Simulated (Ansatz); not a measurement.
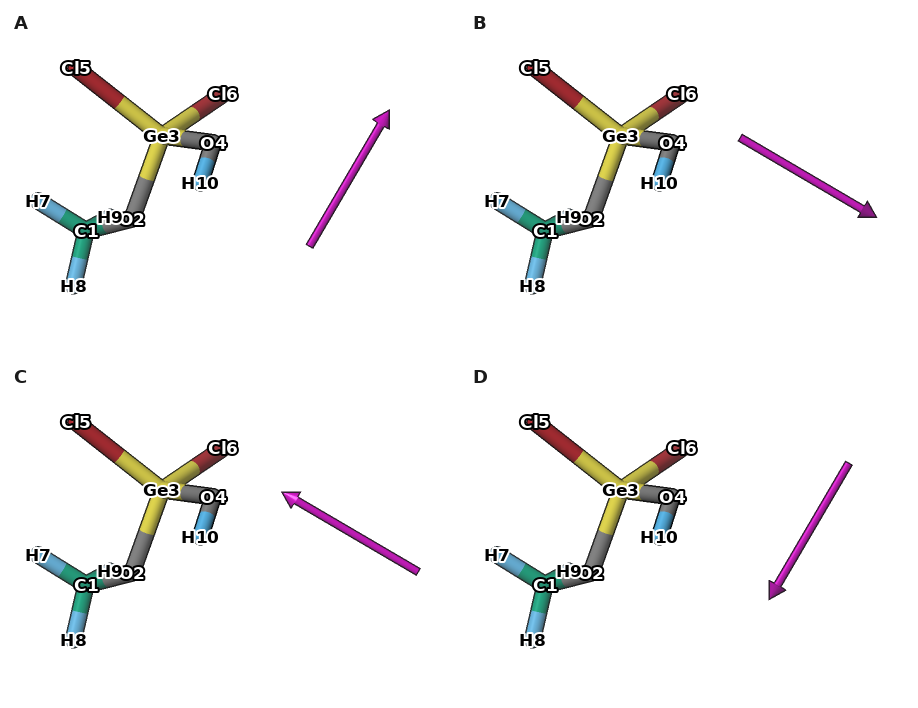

The same molecule four times, each with an arrow. The geometry was computed by an optimisation with PBE0-D4/def2-TZVP. No frequency run is at hand to confirm it as a minimum. Method: RKS r2SCAN-D4/def2-TZVPP (Ansatz 0.2.0).

**Which arrow points along the dipole moment, from the negative to the positive end?**

D. The dipole moment is 2.23 D; it points from the side of Cl6 to the side of H8 (the outermost atoms at the two ends).
